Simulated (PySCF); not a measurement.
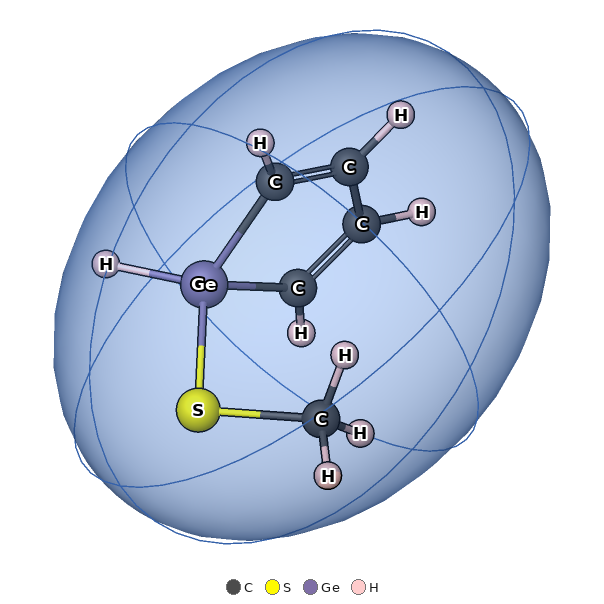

The ellipsoid shows the static dipole polarisability: its half-axes are proportional to the principal values. Computed geometry: GFN2-xTB optimisation. No frequency run is at hand to confirm it as a minimum. Computed with ωB97X-D/def2-SVPD (PySCF 2.14.0).

Give the principal values, the mean and the anisotropy.

Principal values 94.4, 95.2, 123.5 bohr³; mean 104.4 bohr³ (15.47 Å³); anisotropy 28.7 bohr³, so the longest axis is 1.31 times the shortest.

The geometry is semi-empirical. Around Ge such bond lengths and angles can be off by a tenth of an ångström or more and by several degrees, and values that hang on the shape move with them.
